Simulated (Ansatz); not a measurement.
# Electron scattering at the Σ9 (114) boundary in bcc Mo, part 2 of 3

Aim: the relaxed structure and the specific resistance of the Σ9 (114) boundary in bcc Mo.

Ansatz 0.2.0; Ansatz plane-wave DFT, r2SCAN, PAW files; relaxation of a bicrystal slab with its lowest layers held; PAW set soft_1 (the session's first sound run).

So far: Set-up; Relaxing the bicrystal.

## 2. Relaxing the bicrystal (continued)

Step by step:

| step | energy less that of the first step (eV) | largest force component (eV/Å) |
| --- | --- | --- |
| 1 | 0.0000 | 2.4374 |
| 2 | -0.5612 | 0.6069 |
| 3 | -0.8527 | 0.3121 |
| 4 | -1.0082 | 0.3336 |
| 5 | -1.0532 | 0.1547 |
| 6 | -1.0610 | 0.0839 |
| 7 | -1.0626 | 0.0589 |
| 8 | -1.0625 | 0.0993 |
| 9 | -1.0626 | 0.0587 |
| 10 | -1.0625 | 0.0996 |
| 11 | -1.0634 | 0.0260 |

Relaxation steps 8, 10 were tried and not accepted.

The run keeps the 2 symmetry operations that it works with, so distortions that break them were not tested.

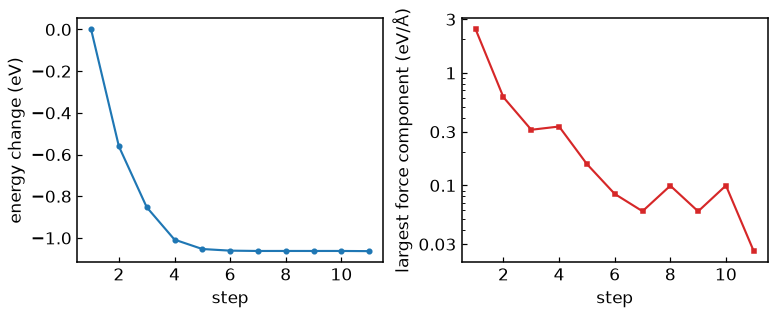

Energy and largest force along the relaxation.

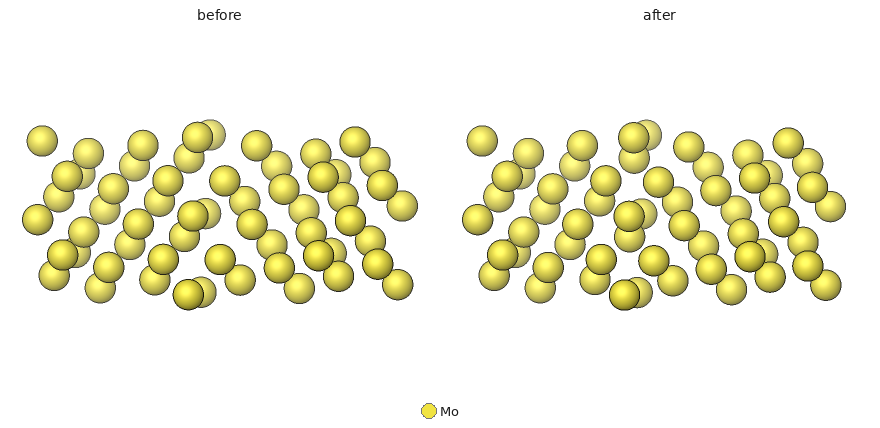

Before and after, at one scale.

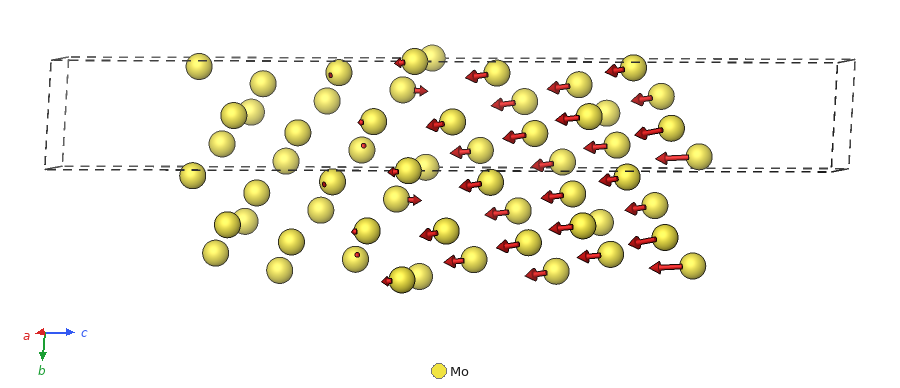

Displacements in the relaxation, exaggerated; the longest in the cell stands for 0.63 Å. 1×2×1 cells are drawn. Some periodic images of atoms are drawn too.

The atoms that moved most (Å):

| atom | dx | dy | dz | length |
| --- | --- | --- | --- | --- |
| Mo25 | -0.071 | 0.033 | -0.628 | 0.632 |
| Mo24 | -0.219 | 0.103 | -0.541 | 0.593 |
| Mo16 | -0.126 | 0.059 | -0.459 | 0.479 |
| Mo20 | -0.107 | 0.050 | -0.461 | 0.476 |
| Mo17 | -0.155 | 0.073 | -0.441 | 0.473 |
| Mo21 | -0.096 | 0.045 | -0.450 | 0.462 |
| Mo15 | -0.142 | 0.067 | -0.429 | 0.457 |
| Mo19 | -0.129 | 0.061 | -0.431 | 0.454 |

Final coordinates:

```cif
data_structure
_symmetry_space_group_name_H-M 'P 1'
_symmetry_Int_Tables_number 1
_cell_length_a 5.2187
_cell_length_b 4.4505
_cell_length_c 29.5439
_cell_angle_alpha 90.000
_cell_angle_beta 90.000
_cell_angle_gamma 64.761
_cell_volume 620.68
loop_
_atom_site_label
_atom_site_type_symbol
_atom_site_fract_x
_atom_site_fract_y
_atom_site_fract_z
_atom_site_occupancy
Mo1 Mo 0.88889 0.05556 0.16924 1
Mo2 Mo 0.44444 0.77778 0.19435 1
Mo3 Mo 0.00000 0.50000 0.21945 1
Mo4 Mo 0.55556 0.22222 0.24456 1
Mo5 Mo 0.11111 0.94444 0.26967 1
Mo6 Mo 0.66332 0.66834 0.29376 1
Mo7 Mo 0.22217 0.38891 0.32020 1
Mo8 Mo 0.77286 0.11357 0.34389 1
Mo9 Mo 0.34216 0.82892 0.37049 1
Mo10 Mo 0.88528 0.55736 0.39151 1
Mo11 Mo 0.43658 0.28171 0.42932 1
Mo12 Mo 0.99033 0.00483 0.43855 1
Mo13 Mo 0.85461 0.57270 0.48388 1
Mo14 Mo 0.31419 0.84291 0.50754 1
Mo15 Mo 0.74451 0.12775 0.53133 1
Mo16 Mo 0.19271 0.40365 0.55543 1
Mo17 Mo 0.63042 0.68479 0.58114 1
Mo18 Mo 0.07758 0.96121 0.60680 1
Mo19 Mo 0.52531 0.23735 0.63169 1
Mo20 Mo 0.97492 0.51254 0.65578 1
Mo21 Mo 0.42200 0.78900 0.68126 1
Mo22 Mo 0.85915 0.07042 0.70907 1
Mo23 Mo 0.30083 0.34958 0.73306 1
Mo24 Mo 0.72642 0.63679 0.75349 1
Mo25 Mo 0.20564 0.89718 0.77567 1
```

This step gave:

| Property | Result |
| --- | --- |
| free energy | -124178.9731 eV |
| energy at zero smearing | -124178.6550 eV |
| Fermi energy | 11.84 eV |

The largest force component on a free atom ends at 0.026 eV/Å, under the tolerance of 0.03, after 11 steps.

## 3. Transmission across the boundary

This step: Ansatz plane-wave DFT, r2SCAN, PAW files; ballistic transport by layer matching (Landauer), zero bias; boundary relaxed in a short slab, bulk layers laid on; PAW set soft_1 (Ansatz 0.2.0).

System of this step: Σ9 (114) boundary in bcc Mo. The cell holds 56 atoms: 56 Mo. Its edges and angles: a = 5.219 Å, b = 4.451 Å, c = 49.114 Å, α = 90.0°, β = 90.0°, γ = 64.8°. It derives from Mo. Regions: lower grain, 23 atoms (23 Mo); boundary, 14 atoms (14 Mo); upper grain, 19 atoms (19 Mo). Vacuum lies along c.

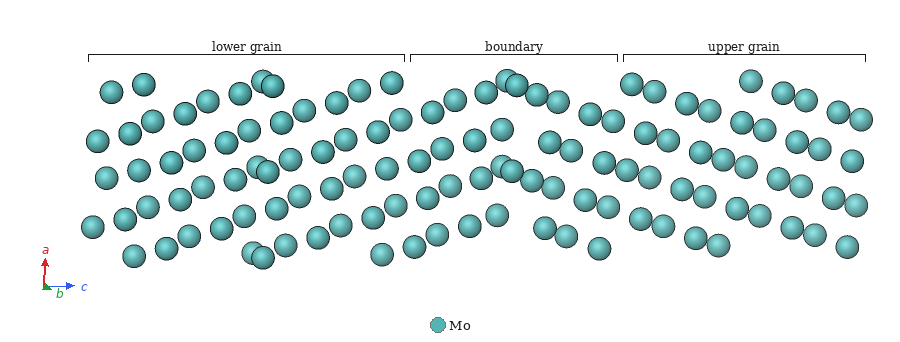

The cell of this step (molybdenum teal). 2×1×1 cells are drawn. Some periodic images of atoms are drawn too.

input.yaml

```yaml
crystal:
  lattice:
    - [5.2187091076, 0.0, 0.0]
    - [1.8977124028, 4.0256559262, 0.0]
    - [0.0, 0.0, 49.1139490717]
  atoms:
    - { symbol: Mo, position: [-16.6666666671, 8.3333333335, 0.0814432575] }
    - { symbol: Mo, position: [-16.1111111115, 8.0555555557, 0.0965459936] }
    - { symbol: Mo, position: [-15.5555555559, 7.7777777779, 0.1116487298] }
    - { symbol: Mo, position: [-15.0000000004, 7.5000000002, 0.1267514659] }
    - { symbol: Mo, position: [-14.4444444448, 7.2222222224, 0.141854202] }
    - { symbol: Mo, position: [-13.8888888892, 6.9444444446, 0.1569569382] }
    - { symbol: Mo, position: [-13.3333333337, 6.6666666668, 0.1720596743] }
    - { symbol: Mo, position: [-12.7777777781, 6.388888889, 0.1871624104] }
    - { symbol: Mo, position: [-12.2222222225, 6.1111111112, 0.2022651466] }
    - { symbol: Mo, position: [-11.666666667, 5.8333333335, 0.2173678827] }
    - { symbol: Mo, position: [-11.1111111114, 5.5555555557, 0.2324706189] }
    - { symbol: Mo, position: [-10.5555555558, 5.2777777779, 0.247573355] }
    - { symbol: Mo, position: [-10.0000000003, 5.0000000001, 0.2626760911] }
    - { symbol: Mo, position: [-9.4444444447, 4.7222222223, 0.2777788273] }
    - { symbol: Mo, position: [-8.8888888891, 4.4444444445, 0.2928815634] }
    - { symbol: Mo, position: [-8.3333333335, 4.1666666668, 0.3079842995] }
    - { symbol: Mo, position: [-7.777777778, 3.888888889, 0.3230870357] }
    - { symbol: Mo, position: [-7.2222222224, 3.6111111112, 0.3381897718] }
    - { symbol: Mo, position: [-6.6666666668, 3.3333333334, 0.353292508] }
    - { symbol: Mo, position: [-6.1111111113, 3.0555555556, 0.3683952441] }
    - { symbol: Mo, position: [-5.5555555557, 2.7777777778, 0.3834979802] }
    - { symbol: Mo, position: [-5.0000000001, 2.5000000001, 0.3986007164] }
    - { symbol: Mo, position: [-4.4444444446, 2.2222222223, 0.4137034525] }
    - { symbol: Mo, position: [0.111111111, 0.9444444445, 0.4288061886] }
    - { symbol: Mo, position: [0.6633215772, 0.6683392114, 0.4432992988] }
    - { symbol: Mo, position: [0.2221734462, 0.3889132769, 0.4592018727] }
    - { symbol: Mo, position: [0.7728616521, 0.113569174, 0.4734543166] }
    - { symbol: Mo, position: [0.3421636749, 0.8289181626, 0.4894567429] }
    - { symbol: Mo, position: [0.8852778241, 0.5573610879, 0.5020984929] }
    - { symbol: Mo, position: [0.4365828398, 0.2817085801, 0.5248407363] }
    - { symbol: Mo, position: [-0.0096683079, 0.004834154, 0.5303982717] }
    - { symbol: Mo, position: [0.8546098045, 0.5726950978, 0.5576606101] }
    - { symbol: Mo, position: [0.3141877252, 0.8429061374, 0.5718959236] }
    - { symbol: Mo, position: [0.7445083245, 0.1277458378, 0.5862032106] }
    - { symbol: Mo, position: [0.1927080678, 0.4036459661, 0.6007012218] }
    - { symbol: Mo, position: [0.6304222759, 0.684788862, 0.616166342] }
    - { symbol: Mo, position: [0.0775765601, 0.9612117199, 0.6316047559] }
    - { symbol: Mo, position: [-4.4779789954, 2.2389894977, 0.646707492] }
    - { symbol: Mo, position: [-5.033534551, 2.5167672755, 0.6618102282] }
    - { symbol: Mo, position: [-5.5890901066, 2.7945450533, 0.6769129643] }
    - { symbol: Mo, position: [-6.1446456621, 3.0723228311, 0.6920157005] }
    - { symbol: Mo, position: [-6.7002012177, 3.3501006088, 0.7071184366] }
    - { symbol: Mo, position: [-7.2557567733, 3.6278783866, 0.7222211727] }
    - { symbol: Mo, position: [-7.8113123288, 3.9056561644, 0.7373239089] }
    - { symbol: Mo, position: [-8.3668678844, 4.1834339422, 0.752426645] }
    - { symbol: Mo, position: [-8.92242344, 4.46121172, 0.7675293811] }
    - { symbol: Mo, position: [-9.4779789955, 4.7389894978, 0.7826321173] }
    - { symbol: Mo, position: [-10.0335345511, 5.0167672755, 0.7977348534] }
    - { symbol: Mo, position: [-10.5890901067, 5.2945450533, 0.8128375896] }
    - { symbol: Mo, position: [-11.1446456622, 5.5723228311, 0.8279403257] }
    - { symbol: Mo, position: [-11.7002012178, 5.8501006089, 0.8430430618] }
    - { symbol: Mo, position: [-12.2557567734, 6.1278783867, 0.858145798] }
    - { symbol: Mo, position: [-12.811312329, 6.4056561645, 0.8732485341] }
    - { symbol: Mo, position: [-13.3668678845, 6.6834339422, 0.8883512702] }
    - { symbol: Mo, position: [-13.9224234401, 6.96121172, 0.9034540064] }
    - { symbol: Mo, position: [-14.4779789957, 7.2389894978, 0.9185567425] }
kpoints:
  mp_grid: { grid: [6, 6, 1] }
hamiltonian:
  xc: r2scan
  pseudopotentials: { kind: paw, azcp: { folder: soft_1 } }
scf:
  occupations: { method: fermi_dirac, width: 0.1 }
output:
  transmission:
    leads: [[12, 13], [45, 46]]
    kmesh: [16, 16]
    e_range: [-0.1, 0.1]
    de: 0.05
  write_potential: true
  write_density: true
  volumetric_format: npy
  elf: true
```

The run is started by

```
$ ansatz run input.yaml --threads 4 --pin off --max-ram 15360MiB --backend cpu --events-out ev --progress --plain --runs-dir out
```

Numbers of over 12 decimals in the logs are rounded to 6 here.

Output:

```text
[...]
Crystal: 56 atoms, lattice volume = 1031.822 Å³
Basis set: ecut = 500 eV, 26203 PW (Γ), exchange–correlation on 160×144×1440 points (64 copies of the dense FFT grid, shifted against one another)
Bands: 471, of which v1, the nominal top of the filled ones, is band 392 counted from 1 (391 counted from 0)
Symmetry: 2 space group operations
[...]
k-points: 13 of 36 (time reversal used)
[...]
SCF iter   1: F=—  HF=-278206.004384 eV  |F-HF|=—  |Δ(HF+E_count)|=         —  Δρ=9.86e-2  dr2=7.03e2  dr2_τ=3.45e0  ethr=3.10e-3  ⟨swp⟩=6.2  Hψ=21535  notcnv=0
[...]
SCF iter  12: F=-278175.238651 eV  HF=-278175.238651 eV  |F-HF|=3.73e-9  |Δ(HF+E_count)|=   1.87e-7  Δρ=2.03e-6  dr2=8.50e-8  dr2_τ=4.47e-9  ethr=1.28e-11  ⟨swp⟩=15.4  Hψ=26087  notcnv=0
SCF 1 converged in 12 iterations: F = -278175.238651 eV  dr2 = 8.50e-8
[...]
transmission: 347 of 3431 steps passed
transmission: 688 of 3431 steps passed
[...]
transmission: 3431 of 3431 steps passed
WARN: The output density's exchange-correlation potential varies sharply where the density is thin. Do not read a vacuum level from v_tot or v_xc, or from such a field of the output density. On a cell that repeats whose density bears no net charge and no dipole along the vacuum's axis use v_es (v_loc + v_h of the components); under efield.dipole_correction with no amplitude use v_es + v_field, which holds any externa [...]
SCF converged after 12 iterations
Free energy (F): -278175.238651 eV
[...]
Internal energy: -278174.010945 eV  (E = F + TS)
E sigma→0 (E₀):  -278174.624798 eV
Entropy (-TS):   -1.227706 eV (-21.923 meV/atom)
Fermi energy:    17.274133 eV
[...]
--- Band table (eV; the first three rows and the last of 13) ---
  k-point 0: bands = [... 388 lower, 16.5132, 16.5747, 16.7377, 16.8108, 16.9049, 17.0774, 17.1000, 17.1284, ... 75 higher]
  k-point 1: bands = [... 388 lower, 16.7449, 16.8141, 16.8700, 16.9242, 16.9845, 17.0271, 17.0448, 17.0754, ... 75 higher]
  k-point 2: bands = [... 388 lower, 17.1524, 17.1995, 17.2346, 17.2859, 17.3714, 17.4059, 17.5118, 17.5560, ... 75 higher]
  k-point 12: bands = [... 388 lower, 17.7041, 17.7878, 17.8010, 17.9487, 17.9598, 18.0814, 18.1401, 18.1671, ... 75 higher]
--- Transmission ---
  basis      : 221 plane waves across, 47 finite elements along
  points     : 73, standing for a mesh of 16 x 16
  energies   : 5 from -0.100000 to 0.100000 eV about the Fermi level, 0.050000 eV apart; the leads are filled to 0.000000 eV, and channels, transmission and decay are at 0.000000 eV
  crystal 0  : Mo3, at the sites [12, 13], period 2.2253 Å, over 17.80 Å; its Hamiltonian steps by up to 19.0 meV
    offset         : up to 0.0000 Å between an atom of the period and one for which it stands
    channels       : 3.265625e0 a spin
    conductance    : none, the energies end too early or step too widely for 300 K: set another output.transmission.e_range or a lower de, or, where they end at an eighth of basis.ecutwfc, a higher one
[...]
channels       : 3.265625e0 a spin
[...]
junction   : crystal 0 to crystal 1, 12.94 to 36.17 Å
    transmission   : 1.576707e0 a spin
[...]
```

The job ended after 32 min (4 threads of Arm Neoverse V1, shared host; peak memory 12 GiB).

This step gave:

| Quantity | Value |
| --- | --- |
| free energy | -278175.2387 eV |
| energy at zero smearing | -278174.6248 eV |
| Fermi energy | 17.27 eV |
| cell area | 21.01 Å² |
| transmission per spin nearest the Fermi level | 1.577 |
| open channels per spin nearest the Fermi level | 3.266 |
| open channels per spin, upper lead | 3.266 |
| step of the lead's potential | 19 meV |
| step of the upper lead's potential | 17.7 meV |

Per spin. Transmission, zone mean against energy, zero at the Fermi level:

| energy (eV) | transmission, zone mean |
| --- | --- |
| -0.1000 | 1.55 |
| -0.0500 | 1.55 |
| 0.0000 | 1.58 |
| 0.0500 | 1.62 |
| 0.1000 | 1.66 |

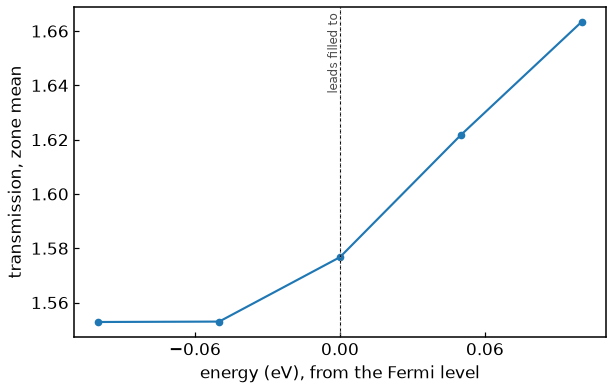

Transmission, zone mean against energy.

Per spin. The open channels, zone mean by energy, zero at the Fermi level:

| energy (eV) | lead | upper lead |
| --- | --- | --- |
| -0.1000 | 3.25 | 3.25 |
| -0.0500 | 3.23 | 3.23 |
| 0.0000 | 3.27 | 3.27 |
| 0.0500 | 3.35 | 3.35 |
| 0.1000 | 3.52 | 3.5 |

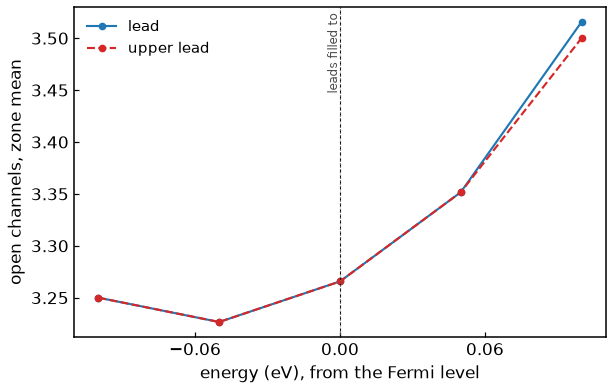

Open channels, zone mean against energy.

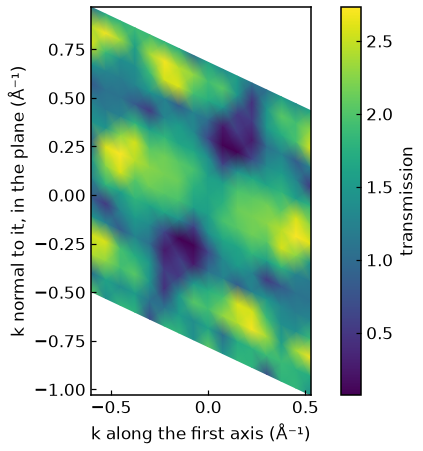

Transmission over k1 and k2. At 0.0000 eV from the Fermi level.

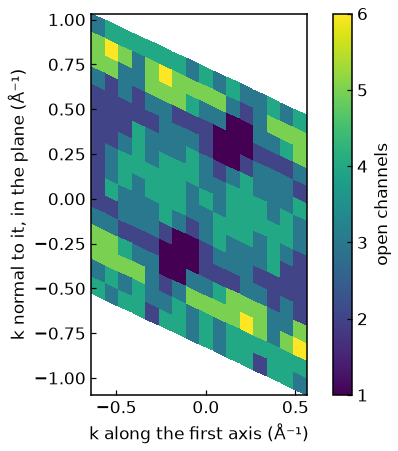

Open channels over k1 and k2. At 0.0000 eV from the Fermi level.

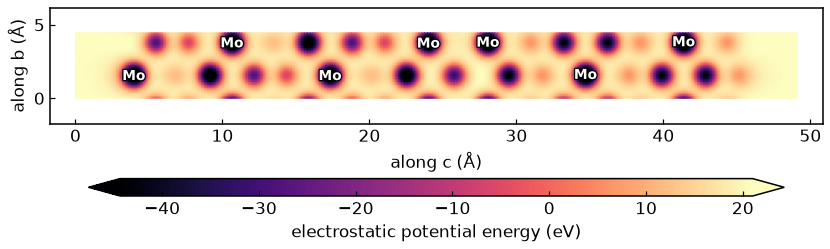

Electrostatic potential energy in the cb plane at fractional x = 0.300, with atoms of Mo within 0.2 Å of it. With pseudopotentials it is smooth inside the atoms' cores, unlike the true potential.

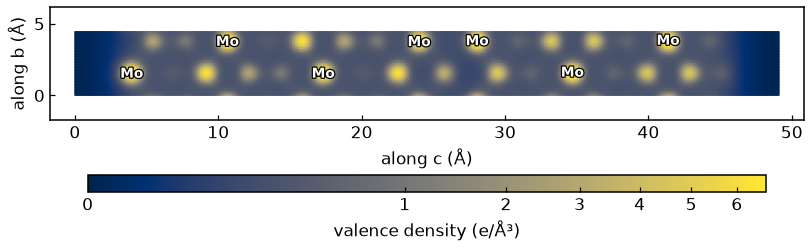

Valence density in the cb plane at fractional x = 0.300, with atoms of Mo within 0.2 Å of it. It is the smooth field of the valence electrons, not physical close to the nuclei. The colour scale is stretched toward low values.

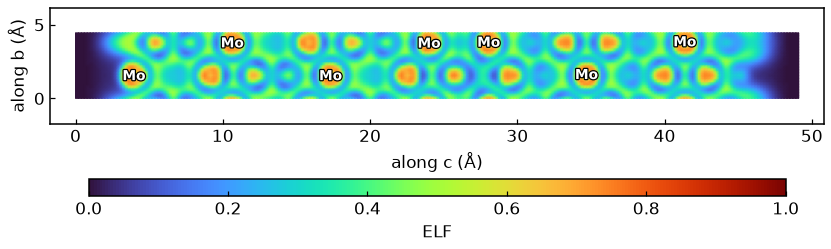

ELF in the cb plane at fractional x = 0.300, with atoms of Mo within 0.2 Å of it. It is the smooth field of the valence electrons, not physical close to the nuclei.

Over the solved energies the transmission per spin lies between 1.55 and 1.66, out of 3.32 channels of the lead on average (up to 3.52).

## 4. Specific resistance

This step: Ansatz plane-wave DFT, r2SCAN, PAW files; ballistic transport by layer matching (Landauer), zero bias; specific resistance of the boundary; PAW set soft_1 (Ansatz 0.2.0).

This step gave:

```
area resistance                      : 0.8849 fΩ m²
T over the leads' mean channel count : 0.4799
```

Averaged over the energies near the Fermi level, 48.0 % of the channels pass, which makes 0.885 fΩ m².

By hand, with T and the leads' channels N averaged over the energies near the Fermi level: RA = A (h/2e²)(1/T − ½[1/N₁ + 1/N₂]) = 21.01×10⁻²⁰ m² × 12 906 Ω × (1/1.594 − ½[1/3.322 + 1/3.319]) = 0.885 fΩ m².

(Part 2 of 3 ends here.)

[Logs are printed without paths, hosts, clocks, repeated set-up lines and the standing remarks that a program may print on its own settings, such as how far it seeks lower states.]

[Hosts, paths, dates, database ids (printed as entryN), source tags and the programs' standing remarks are cut or masked in the printed files.]
